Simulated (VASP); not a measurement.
Band structure of ZnF2 (rutile). Method: PBE GGA with D3 dispersion (zero damping), VASP's PBE PAW potentials (set 64) (plane waves; VASP).

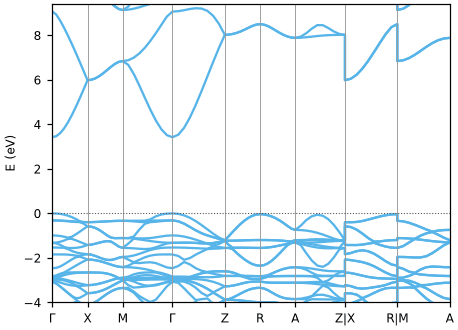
*Bands along high-symmetry lines, zero at the valence-band maximum or, without a gap, the Fermi level*

### Question
Read the plot: is there a gap, and where are the band edges?

### Answer
The gap is direct, 3.42 eV, from the valence maximum at Γ to the conduction minimum at Γ. (Edges off the drawn lines would not show.)

Measured: gap 7.50 eV (computed value off by -4.08 eV), as given by Dominik Kurzydłowski et al., Inorganic Chemistry (2020), arXiv:1912.01850 [midpoint of the printed range].

The compound is ZnF2 in the rutile structure. It was relaxed first.
